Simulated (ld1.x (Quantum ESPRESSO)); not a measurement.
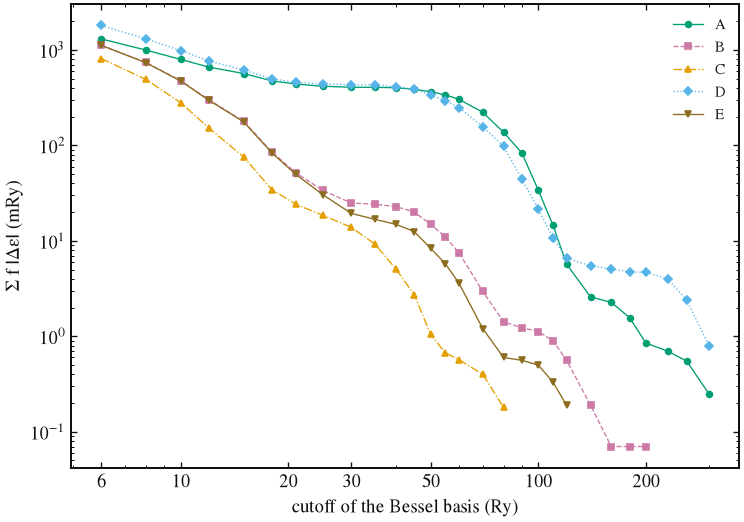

The occupation-weighted error of the valence levels in a spherical-Bessel basis for 5 variants of one potential.

Base settings:

Chlorine, norm-conserving Troullier–Martins (Kleinman–Bylander form), made with ld1.x (Quantum ESPRESSO) 7.5 (PBE, scalar-relativistic). Core [Ne], reference 3s2 3p5. Waves: 3p (bound): rc 1.20 bohr; 3s (bound): rc 1.35 bohr. Local part: the s channel. Core correction: Bessel-smoothed model core inside 0.90 bohr.

**Match the curves to these variants:**
1. base
2. waves 3p (bound): rc 1.00 bohr
3. waves 3p (bound): rc 1.32 bohr
4. all radii scaled by 1.29 (s 1.74, p 1.54 bohr)
5. waves 3s (bound): rc 0.88 bohr

A = 2, B = 1, C = 4, D = 5, E = 3.

**What did the other tests of these runs give?**

A: loose cutoff 120 Ry; bound ghosts none; largest test error +166 meV. B: loose cutoff 60 Ry; bound ghosts none; largest test error +194 meV. C: loose cutoff 35 Ry; bound ghosts none; largest test error +356 meV. D: loose cutoff 120 Ry; bound ghosts none; largest test error +330 meV. E: loose cutoff 50 Ry; bound ghosts none; largest test error +204 meV. The loose cutoff is the first of the cutoffs, on a coarse ladder, from which the occupation-weighted sum of valence levels, in a spherical-Bessel basis at the reference potential, stays within 10 and 1 mRy of its value at 400 Ry.
